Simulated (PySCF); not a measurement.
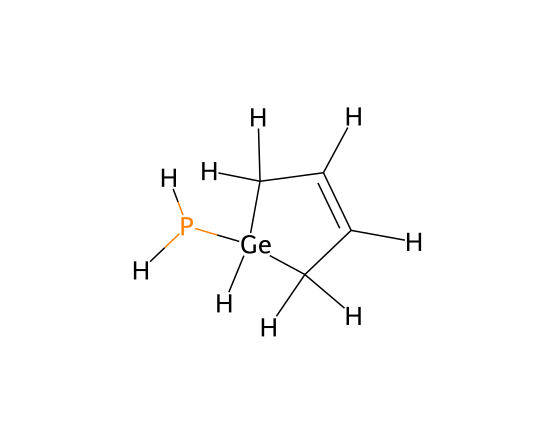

Structural formula above. Computed geometry: PBE0-D3(BJ)/def2-SVP optimisation. No frequency run is at hand to confirm it as a minimum.

Describe the 3D structure.

The molecule is C4H9GeP. As SMILES it reads `[PH2][GeH]1[CH2]C=C[CH2]1`. Among its groups: alkene. The point group is C1. Coordination, clear cases only: 1 P trigonal pyramidal; 2 C tetrahedral; 2 C trigonal planar.

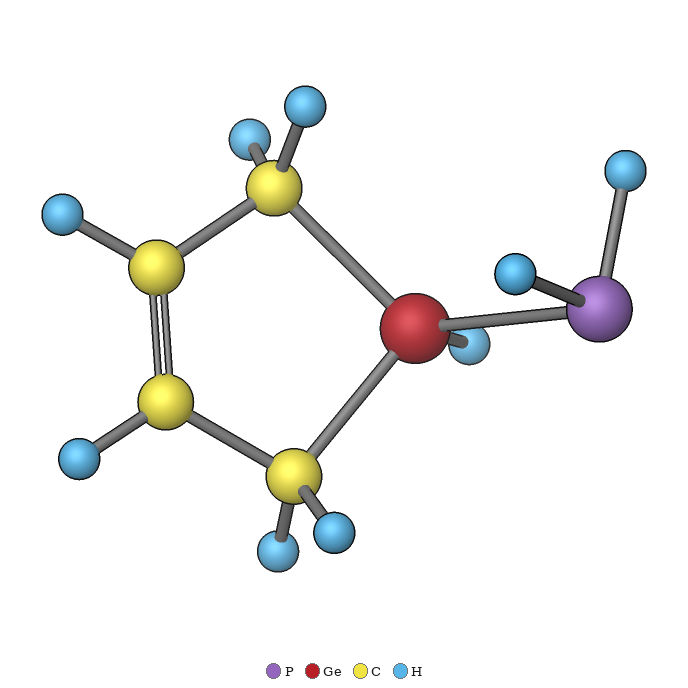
